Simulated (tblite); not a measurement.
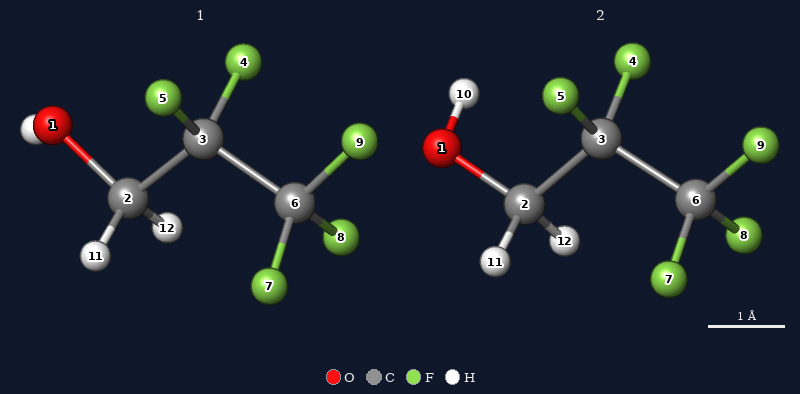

Two geometries of C3H3F5O, drawn at one scale. One is the start of a relaxation, the other its converged end. The picture is a ball-and-stick view, seen at a tilt.

The calculation used GFN2-xTB geometry optimisation, gas phase (tblite 0.8.0). 

Which one is relaxed?

Structure 2 is the relaxed one. The largest move after the best rigid fit is that of H10, 0.67 Å. By element the largest moves are H 0.67 Å, O 0.34 Å, F 0.17 Å, C 0.09 Å. Some distances before and after: C6–F9 1.373 → 1.326 Å, O1–C2 1.430 → 1.388 Å, C6–F8 1.377 → 1.336 Å, C6–F7 1.369 → 1.335 Å. Among the angles between lasting bonds that change: O1–C2–C3 104.0° → 111.9°, C3–C6–F9 107.0° → 112.8°, H11–C2–H12 115.1° → 109.6°. Groups turn about O1–C2 by about 75°. After 49 geometry steps the energy has fallen by 40.6 kJ/mol. The run took 0.19 s on 1 thread of Arm Neoverse V2 (shared host).
